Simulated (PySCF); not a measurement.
Vertical excitations of a molecule C3H5ClOSi from TDA-B3LYP/def2-SVPD in PySCF 2.14.0, as energy in eV (oscillator strength): 5.77 (0.010), 6.01 (0.031), 6.11 (0.006), 6.66 (0.062), 6.88 (0.020), 7.00 (0.050), 7.36 (0.007), 7.42 (0.002), 7.49 (0.013), 7.70 (0.052). Lowest triplet (TDA): 4.12 eV. Geometry optimised at B3LYP-D3(BJ)/def2-SVP. One conformer was computed; it need not be the lowest.

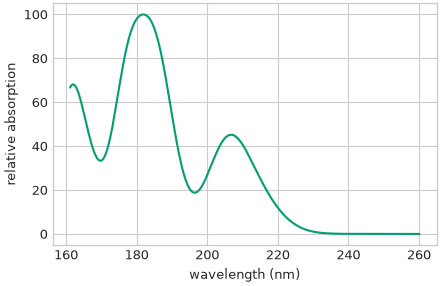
The lines broadened by 0.4 eV.

Which structure fits?
A. O=C1CC[Si@H]1Cl
B. Cl[Si@@H]1CC=CO1
C. C=C1OC[Si@H]1Cl
D. Cl[Si@H]1C=CCO1

B, Cl[Si@@H]1CC=CO1
